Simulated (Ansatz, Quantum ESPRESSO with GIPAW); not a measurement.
## NaF (Villiaumite): from the crystal structure to its NMR spectrum

Wanted: NMR shieldings for each site of NaF (Villiaumite).

What was measured: 19F isotropic shift -224.2 ppm, in “NMR parameters in alkali, alkaline earth and rare earth fluorides from first principle calculations” (2011; arXiv:1105.1645). 19F isotropic shift -221 ppm, in “Calculation of NMR parameters in ionic solids by an improved self-consistent embedded cluster method” (Weber et al., Phys. Chem. Chem. Phys. 12, 583, 2010), quoting earlier work. Shifts are on the scales named with the reference lines below. The 23Na shift is 7.2 ppm against aqueous Na+, in “Influence of octahedral polymerization on 23Na and 27Al MAS NMR in alkali fluoroaluminates” (Dirken et al., American Mineralogist 77, 718, 1992).

Main program and level: Quantum ESPRESSO with GIPAW 8.0dev (patched build); DFT, PBE, plane-wave PAW (pslibrary 1.0.0 recipes), scalar-relativistic, GIPAW; a patched development version of the program.

Most raw output is cut from this account.

## 1. Set-up

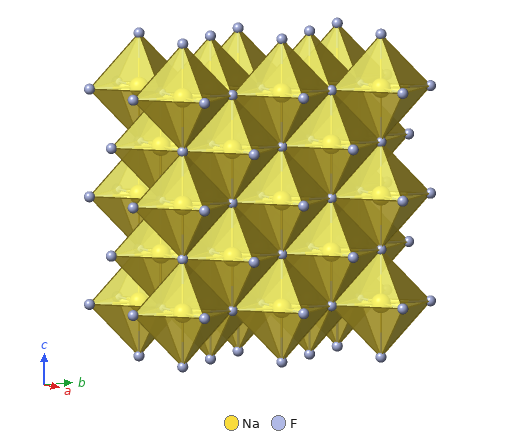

The cell as given, slightly off an axis (sodium yellow, fluorine light blue). 1×2×2 cells are drawn. This picture shows the conventional cell, with its axes. Some periodic images of atoms are drawn too.

Structure file:

```cif
data_structure
_symmetry_space_group_name_H-M 'Fm-3m'
_symmetry_Int_Tables_number 225
_cell_length_a 4.6400
_cell_length_b 4.6400
_cell_length_c 4.6400
_cell_angle_alpha 90.000
_cell_angle_beta 90.000
_cell_angle_gamma 90.000
_cell_volume 99.90
loop_
_atom_site_label
_atom_site_type_symbol
_atom_site_symmetry_multiplicity
_atom_site_Wyckoff_symbol
_atom_site_fract_x
_atom_site_fract_y
_atom_site_fract_z
_atom_site_occupancy
Na1 Na 4 a 0.00000 0.00000 0.00000 1
F1 F 4 b 0.50000 0.00000 0.00000 1
```

The cell is an entry of the Crystallography Open Database.

## 2. The SCF step

GIPAW is a response on top of the ground state, so the wavefunctions come first. Their errors pass straight into the induced current, hence the tight threshold. No empty states are asked for: the response is solved without them. The mesh has a spacing of 0.40 Å⁻¹ at most. The PAW files were made with ld1.x from the pslibrary 1.0.0 recipes, with GIPAW reconstruction switched on (the recipe of F slightly mended, as the packaged one fails to give a sound file).

scf.in

```
&control
  calculation = 'scf'
  prefix = 'x'
  outdir = './tmp/'
  pseudo_dir = './'
/
&system
  ibrav = 0
  nat = 2
  ntyp = 2
  ecutwfc = 75
  ecutrho = 450
  nbnd = 8
/
&electrons
  conv_thr = 1.0d-10
  mixing_beta = 0.7
  electron_maxstep = 100
/
ATOMIC_SPECIES
  Na 22.990 Na.pbe-spn-kjpaw_psl.1.0.0-gipaw.UPF
  F 18.998 F.pbe-n-kjpaw_psl.1.0.0-gipaw.UPF
CELL_PARAMETERS angstrom
  0.00000000 2.32000000 2.32000000
  2.32000000 0.00000000 2.32000000
  2.32000000 2.32000000 0.00000000
ATOMIC_POSITIONS crystal
  Na 0.00000000 0.00000000 0.00000000
  F 0.50000000 0.50000000 0.50000000
K_POINTS automatic
  6 6 6 0 0 0
```

Run with:

```bash
> mpirun -np 4 pw.x -nk 4 -in scf.in > scf.out
```

It took 3 s on 4 MPI ranks of AMD EPYC 9R45, shared host; peak memory 0.28 GiB; 11 s of CPU time.

It converged in 15 cycles to an estimated accuracy of 3e-11 Ry, on 16 irreducible k-points.

## 3. Magnetic response

The job finds the current that a weak uniform field induces (applied as a long wave, q_gipaw) and the field that this current makes at each nucleus. On atoms with p or d valence electrons much of the paramagnetic part arises close to the nucleus, where the PAW partial waves rebuild the true states. pawproj makes the reconstruction use the PAW data sets' own projectors.

nmr.in

```
&inputgipaw
  job = 'nmr'
  prefix = 'x'
  tmp_dir = './tmp/'
  restart_mode = 'from_scratch'
  verbosity = 'low'
  q_gipaw = 0.01
  spline_ps = .true.
  conv_threshold = 1.0d-14
  use_nmr_macroscopic_shape = .false.
  pawproj(1) = .true.
  pawproj(2) = .true.
/
```

Run with:

```bash
> mpirun -np 4 gipaw.x -in nmr.in > nmr.out
```

Run time: 18 s. Hardware: 4 MPI ranks; peak memory 0.25 GiB; 69 s of CPU time.

The f-sum rule is met to 0.0019 of 12.7 (0.01 %). Converged shieldings require that this miss be small, but a small miss does not prove them.

From the symmetric part of each tensor, with principal values σ11 ≤ σ22 ≤ σ33: σ_iso is their mean, the span is σ33 − σ11 and the skew 3(σ_iso − σ22)/span. (gipaw.x prints an anisotropy in another convention.)

| site | atom no. | atoms in cell | σ_iso (ppm) | span (ppm) | skew |
| --- | --- | --- | --- | --- | --- |
| Na | 1 | 1 | 536.1 | 0.0 | - |
| F | 2 | 1 | 386.1 | 0.0 | - |

The macroscopic shape term is switched off. For a spherical sample the valence susceptibility of this run would add about 7 ppm to every site, a rough estimate, since the susceptibility converges slowly and lacks part of the PAW terms. Differences within the crystal don't depend on it, but shieldings of different compounds can't be compared to better than a few ppm without it.

Na and F sit on cubic site symmetry, where the tensor must be isotropic.

How the isotropic values are made up (ppm). The core part is that of the free atom's core; bare is the current of the smooth valence states; the last two are what the PAW spheres add to the diamagnetic and the paramagnetic current:

| site | core | bare | reconstruction, dia | reconstruction, para |
| --- | --- | --- | --- | --- |
| Na | 377.3 | 124.7 | 108.5 | -74.3 |
| F | 306.4 | 107.6 | 43.1 | -71.1 |

The quadrupolar nuclei (23Na) sit on sites where the field gradient vanishes by symmetry, so they have no quadrupolar coupling.

## 4. NMR parameters by site

Spectra are read against a reference compound, and shifts rise as shieldings fall. A slope other than one corrects for the functional's tendency to overstate or understate differences of shielding.

To turn shieldings into shifts, lines fitted to measured solids are used. 19F: δ = (116.8 − σ) / 1.164, zero at CFCl3, fitted to 6 measured values, from BaF2, CdF2, KF, LiF, MgF2 and ZnF2, with a scatter of 6.6 ppm r.m.s. (this compound left out) (CaF2 fall off this line, as semilocal functionals put their cations' empty d or f shells too low, and are left out), on σ without the shape term. Kinds of site that fitted badly were split off after the misses were seen, so the scatter is that of the points kept.

Covalently bonded atoms count as neighbours within 1.18 times the sum of their radii. Otherwise a cation's neighbours lie within 1.2 times its shortest bond (1.3 for large cations, each anion's radius taken off where they differ), and an anion's are the cations that count it.

| site | atom no. | atoms in cell | surroundings | bonds (Å) | δ_iso (ppm) |
| --- | --- | --- | --- | --- | --- |
| Na | 1 | 1 | NaF6 | 2.320 | - |
| F | 2 | 1 | bound to Na6 | 2.320 | -231.3 |

Simulated spectrum, 19F MAS at 30 kHz, 18.8 T (753.5 MHz), lines broadened by 2 ppm; rigid lattice, with dipolar and J couplings left out: a single narrow line at -231.3 ppm.

## 5. Cost against result

Each row names what was changed: another mesh tests the sampling of the zone; another functional shows how far the paramagnetic term hangs on the exchange-correlation form; another cutoff tests the basis.

Changes of σ_iso (ppm) against the run above (PBE, cutoffs 75 and 450 Ry, mesh 6×6×6, 80 s). Times are CPU times of pw.x and gipaw.x together, on 4 MPI ranks of AMD EPYC 9R45, shared host; on a shared host they are rough.

| run | CPU time | f-sum miss | Na | F |
| --- | --- | --- | --- | --- |
| mesh 8×8×8 | 2.2 min | 0.0019 | +0.0 | +0.1 |
| LDA | 79 s | 0.0019 | -10.1 | -14.2 |
| cutoffs 55 and 330 Ry (coarse on purpose) | 55 s | 0.013 | -2.6 | +0.5 |
| mesh 4×4×4 (coarse on purpose) | 47 s | 0.0058 | -0.6 | -4.3 |
| Wu-Cohen | 86 s | 0.0018 | -1.2 | -2.8 |
| cutoffs 90 and 540 Ry | 98 s | 2.0e-4 | +1.5 | -0.2 |

The largest move is -14.2 ppm, on F, from LDA.

## 6. A run with a fault

For contrast, the same job on a spoilt input.

nmr.in: that of step 3 with these lines changed.

```diff
@@ -6,3 +6,3 @@
   verbosity = 'low'
-  q_gipaw = 0.01
+  q_gipaw = 0.2
   spline_ps = .true.
```

The job ended after 18 s (4 MPI ranks; peak memory 0.26 GiB).

The run ends without an error, but the fault (a field wave vector far too long) moves σ_iso of F by -11.0 ppm (both without the shape term); the f-sum rule is missed by 0.0044 electrons. Its numbers are not to be used. The field is then no longer uniform over the cell, and the limit q → 0 is not reached.

## 7. Against experiment

| quantity | site | measured | calculated | difference |
| --- | --- | --- | --- | --- |
| 19F isotropic shift (ppm) | F | -224.2 | -231.3 | -7.1 |
| 19F isotropic shift (ppm) | F | -221 | -231.3 | -10.3 |

Without a fitted line the measured shift still tests the calculation: for an exact theory σ + δ is one number for all compounds of a nucleus, up to the shape term, which is left out of σ and differs by some ppm between compounds.

| nucleus, site | σ_iso (ppm) | measured δ (ppm) | σ + δ (ppm) | σ + δ of other compounds, same level |
| --- | --- | --- | --- | --- |
| 23Na, Na | 536.1 | 7.2 | 543.3 | NaCl 545.4, NaI 538.5 |

## 8. Outcome

| Item | Value |
| --- | --- |
| 19F shift | -231.3 ppm |
| 23Na shielding without shape term | 536.1 ppm |

**Reading.** 19F has one site (bound to Na6), with isotropic shift -231.3 ppm. For 23Na, σ + δ is 543.3 ppm here and 542.0 ppm on average over 2 other sites: with that reference and slope one the shift would be off by -1.3 ppm. Verdict on the shifts: 19F good, missed by 10.3 ppm at most, 1.6 times the scatter of its line. Going to mesh 8×8×8 changes no isotropic shielding by more than 0.13 ppm, so the main run is converged in that respect. Going to cutoffs 90 and 540 Ry changes no isotropic shielding by more than 1.5 ppm, a first measure of the error left in that respect. The cheaper run with cutoffs 55 and 330 Ry takes about 70 % of the time and is off by 0.51 ppm on F, and by 2.6 ppm at most. The largest change with the functional is 14.2 ppm in absolute shielding; part of that drops out once each functional has its own reference line. This build of gipaw.x prints that it is not audited and that its numbers are no references by themselves. It also reports spline_ps as false although the input sets it; why was not traced.

[Logs are printed without paths, hosts, clocks, repeated set-up lines and the standing remarks that a program may print on its own settings, such as how far it seeks lower states.]

[Hosts, paths, dates, database ids (printed as entryN), source tags and the programs' standing remarks are cut or masked in the printed files.]

[Where no reference line passes its bar on scatter, no shift is given, so a measured shift of this compound may stand uncompared.]
